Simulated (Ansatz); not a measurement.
OSSiZn

Input file:

```
basis:
  gaussian:
    orbitals: def2-TZVPD
crystal:
  periodic: [false, false, false]
  atoms:
    - {symbol: O, position_ang: [-0.176394, 2.866879, -0.604567]}
    - {symbol: S, position_ang: [1.307849, 1.580358, 2.195348]}
    - {symbol: Si, position_ang: [0.281173, 2.054665, 0.614724]}
    - {symbol: Zn, position_ang: [-1.488249, 0.226581, 0.156205]}
hamiltonian:
  xc: pbe0
output:
  forces: true
  orbitals: {seedname: orbitals}
total_charge: 0
magnetization:
  spin_polarized: false
```

Launched as:

```sh
ansatz run input.yaml --threads 1 --pin off --max-ram 2610MiB --events-out events.jsonl --progress --plain --runs-dir runs
```

Geometry: PBE0-D3(BJ)/pcseg-1.

The calculation used isolated molecule in a Gaussian basis; Kohn-Sham density functional theory, functional PBE0 in Ansatz.

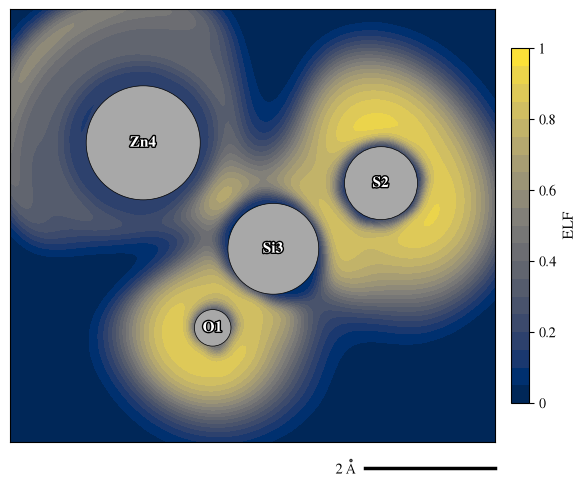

Figure 1. ELF on the molecular plane. Grey discs cover the atomic cores.

Question: Describe what can be read from this map.

Answer: The section cuts through O, S, Si and Zn sites. Si–O (1.53 Å): the ELF peaks at about 0.80 between the atoms: a polar covalent bond. Si–S (1.94 Å): the ELF peaks at about 0.80 between the atoms: a covalent bond. Zn–Si (2.59 Å): the ELF peaks at about 0.70 in the valence shell of Si, 1.1 Å from its nucleus, and is about 0.60 at the midpoint. The ELF also peaks beside O1 and S2, away from the bonds: lone-pair regions.

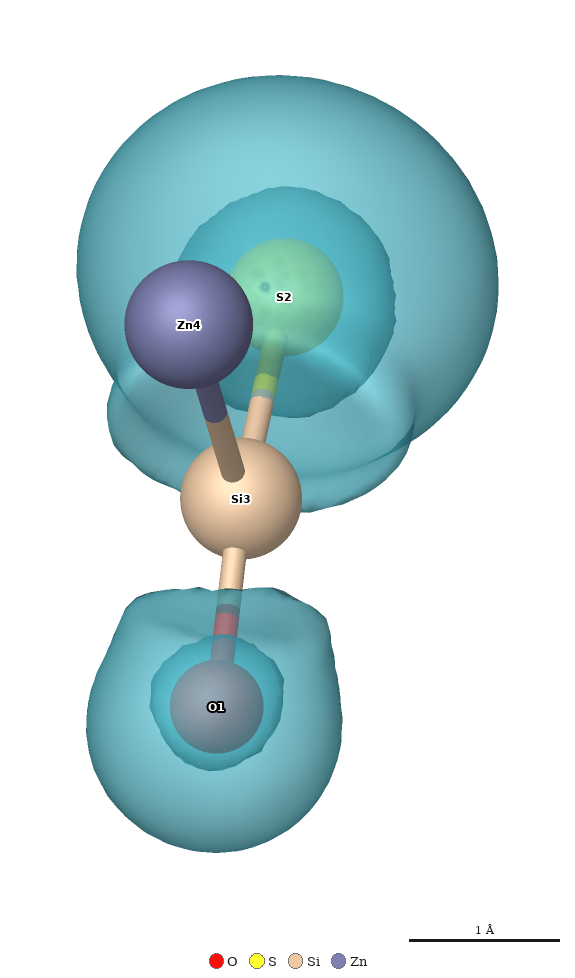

Figure 2. Isosurface of the ELF at 0.75 (cyan), seen at an oblique angle. Core shells and regions of very low density are left out.

Question: Where are the electrons localised?

Answer: At this value the surface marks out one region on S in which the atom's valence shell and bonds are merged and one region wrapped around O (its valence shell).

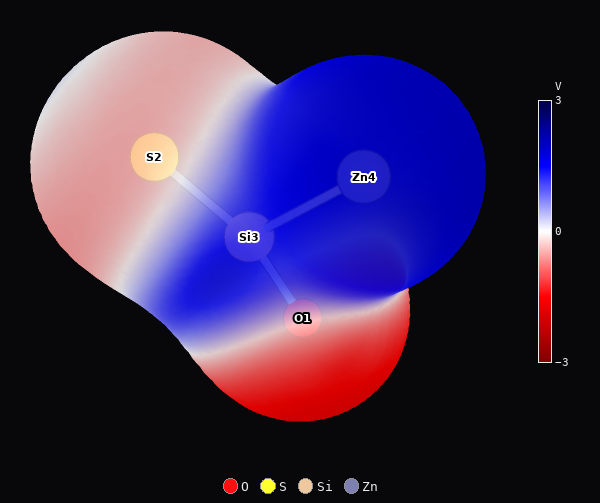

Figure 3. The electrostatic potential painted on the density surface at 0.002 e/bohr³, seen at a tilt; red is negative and blue positive.

Question: Which sites attract a positive test charge, and which a negative one?

Answer: A positive charge is drawn to the negative regions and a negative charge to the positive ones. The most negative region (about −1.8 V, or −42 kcal/mol for a unit charge) lies over O1, the most positive (about +2.0 V, or +46 kcal/mol for a unit charge) over Zn4. O1 is the likeliest acceptor of a hydrogen bond.

Question: How polar is the molecule by this calculation?

Answer: Its dipole moment is 4.45 D.
